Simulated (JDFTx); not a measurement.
System: Ca(111) (Fm-3m bulk; lattice of mp-45, not re-optimised at this level), 1x1 cell of 3 atoms in 3 planes, area 13.47 Å² a face, 6.3 Å between the outermost planes in a cell 22.4 Å high; k mesh 6×6×1, Fermi width 0.01 Ha, no spin polarisation.

Level of theory: PBE, GBRV ultrasoft potentials, plane waves to 20/100 Ha; code: a modified build of JDFTx. Liquid on both sides: SCCS (g09 parameters), water, 0.5 M NaF; nuclei fixed. The electron chemical potential μ is absolute (zero in the bulk liquid) and is turned into a potential by U = −μ/e − 4.44 V vs SHE, a convention.

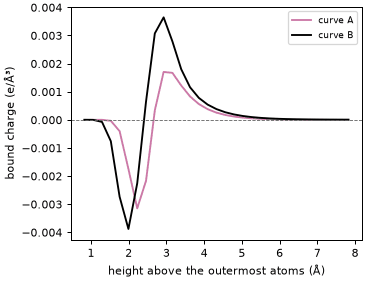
Figure: Plane-averaged bound charge of the liquid for two states of the electrode

Question: One curve is the neutral slab. Which, and what is the sign of the other's charge?

Answer: Curve A is neutral (potential of zero charge, -1.77 V). Curve B is negatively charged, -2.3 μC/cm² at -2.15 V.
